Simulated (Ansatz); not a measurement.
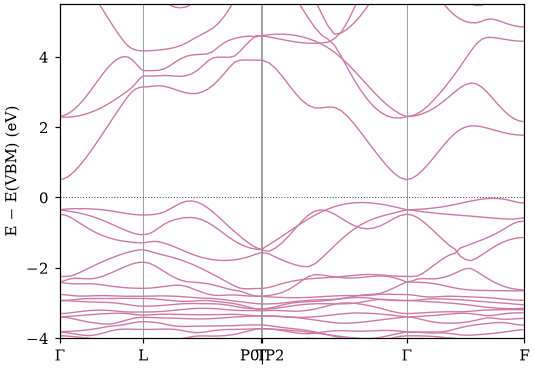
Figure: Band structure from PBEsol (plane waves, PAW; program Ansatz)

The gap is 0.51 eV; an edge lies off the plotted path or next to a special point (maximum off the standard path, minimum at Γ).

Task: Which of these materials gives this?
(A) Ag3SI, R3 (Ag on 9b, S on 3a, I on 3a)
(B) S, R-3 (S on 18f)
(C) KLuS2, R-3m (Lu on 3b, K on 3a, S on 6c)
(D) Pb2SeS, R-3m (Pb on 6c, Se on 3a, S on 3b)

Result: A, Ag3SI, R3 (Ag on 9b, S on 3a, I on 3a)

The workflow started from an entry of the Crystallography Open Database (COD), which files this formula under 2 space groups. Whether it is the stable phase at ambient conditions was not checked. The cell was relaxed with PBEsol under the symmetry of its start; its stability against distortions is not shown here. No spin polarisation was allowed. Scalar-relativistic: spin–orbit coupling is off unless named, which matters more the heavier the elements.

Potentials: the later of the program's two PAW sets.
